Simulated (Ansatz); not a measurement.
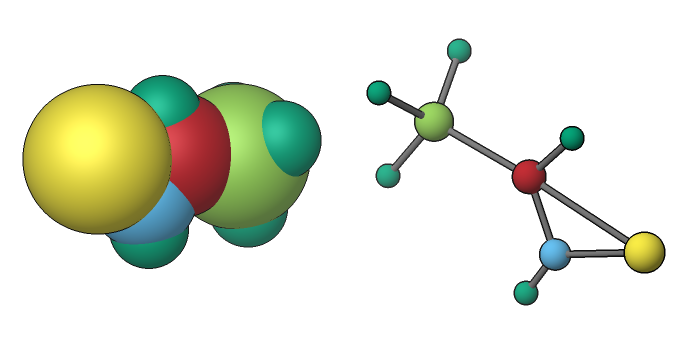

Both panels show the same species. Colours: silicon green, boron red, nitrogen blue, aluminium yellow, hydrogen teal.

The computed structure is the end point of a PBE0-D4/def2-TZVP optimisation. No frequency run is at hand to confirm it as a minimum.

**Which formula does it have?**

AlBH₅NSi, 9 atoms: 1 aluminium, 1 boron, 5 hydrogen, 1 nitrogen and 1 silicon.

**How many atoms are distinct by symmetry?**

8: 1 Si, 1 B, 1 N, 1 Al, 1 H, 2 H, 1 H, 1 H.

**Count the bonded pairs by element.**

3 Si–H, 1 B–Si, 1 B–N, 1 N–H, 1 B–H, 1 Al–N, 1 Al–B. Sticks follow a distance rule.

**Which point group does it belong to?**

Cs.

More results for the same structure follow; atom numbers are the same in all pictures, views and colours differ.

**Electronic properties**

No frequency run is at hand to confirm it as a minimum. Properties computed with RKS PBE0-D4/def2-TZVPP (Ansatz 0.2.0).

**What is the HOMO energy (Kohn–Sham orbital)?**

−6.43 eV.

**Give the HOMO–LUMO gap at this level.**

5.24 eV.

**Give the dispersion correction at this level.**

−17.0 kJ/mol.

**Dipole moment**

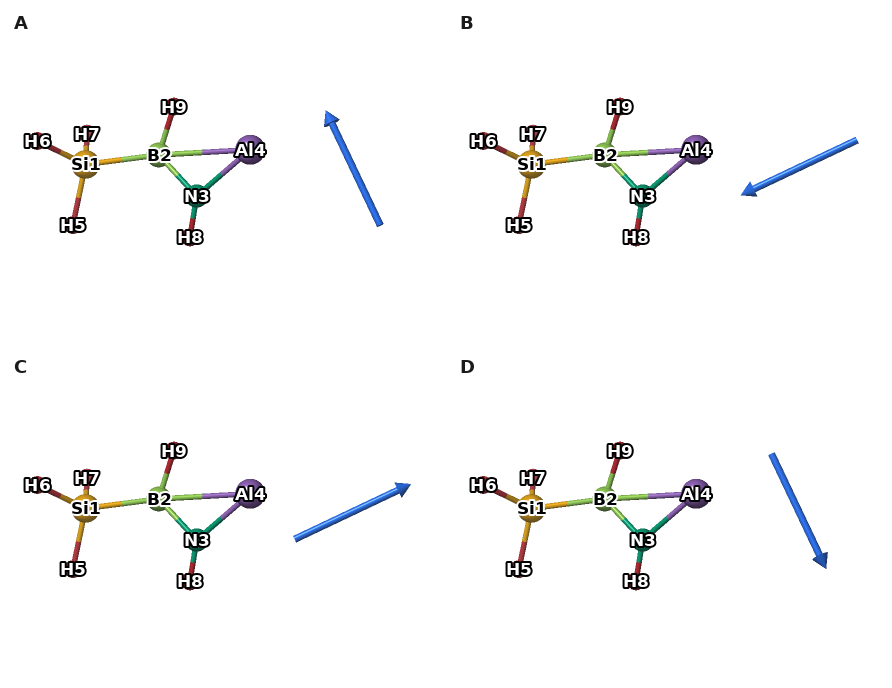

The same molecule four times, each with an arrow. No frequency run is at hand to confirm it as a minimum. Level of theory: RKS PBE0-D4/def2-TZVP (Ansatz 0.2.0).

**Which arrow points along the dipole moment, from the negative to the positive end?**

D. The dipole moment is 1.42 D; it points from the side of H6, H7 to the side of H8 (the outermost atoms at the two ends).

**Charges**

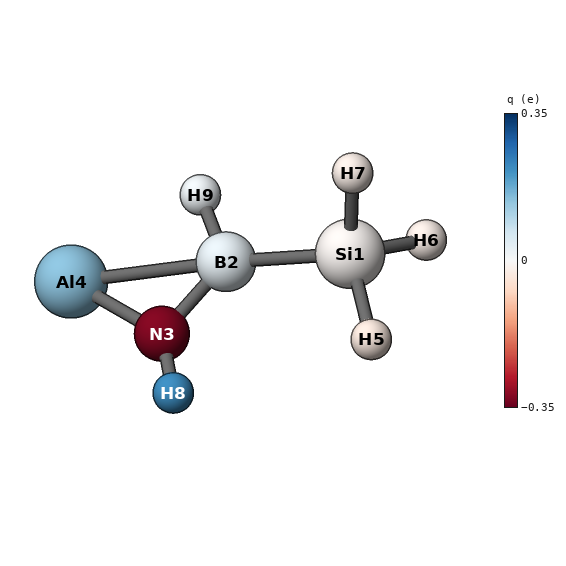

Atoms are coloured by their Mulliken charges. No frequency run is at hand to confirm it as a minimum. Properties computed with RKS PBE0-D4/def2-TZVP (Ansatz 0.2.0).

**Which atom carries the highest charge (most positive or least negative)?**

H8 (0.22 e).

**And the lowest?**

N3 (−0.32 e).

List the Mulliken charges.

```
atom  value (e)
 Si1      −0.01
  B2       0.03
  N3      −0.32
 Al4       0.14
  H5      −0.03
  H6      −0.02
  H7      −0.02
  H8       0.22
  H9       0.02
```

Mulliken values depend strongly on the basis set and can even reverse the polarity of a bond.
